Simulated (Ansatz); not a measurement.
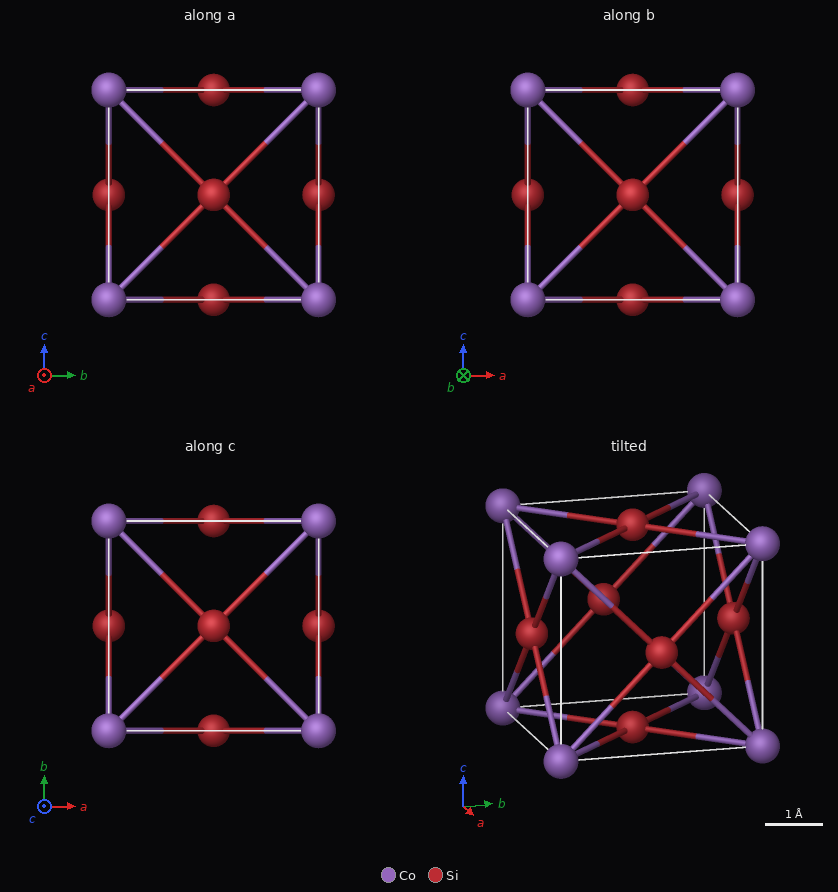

The image is a ball-and-stick drawing of a crystal, viewed along the a axis, along the b axis, along the c axis and slightly off an axis. The conventional unit cell is drawn as a box.

Lattice parameters: a = 3.687 Å, b = 3.687 Å, c = 3.687 Å, α = 90.00°, β = 90.00°, γ = 90.00°. Put a along x and b in the xy plane.

### Reconstruct the structure as a POSCAR file.

```
Co Si
1.0
     3.687    0.000    0.000
     0.000    3.687    0.000
     0.000    0.000    3.687
Co Si
1 3
Direct
  0.0000 0.0000 0.0000
  0.0000 0.5000 0.5000
  0.5000 0.0000 0.5000
  0.5000 0.5000 0.0000
```

The initial geometry was a structure type filled with these elements by a generator (whether the compound takes this form wasn't checked). It was relaxed with DFT PBE, scalar-relativistic, plane waves, PAW (Ansatz).
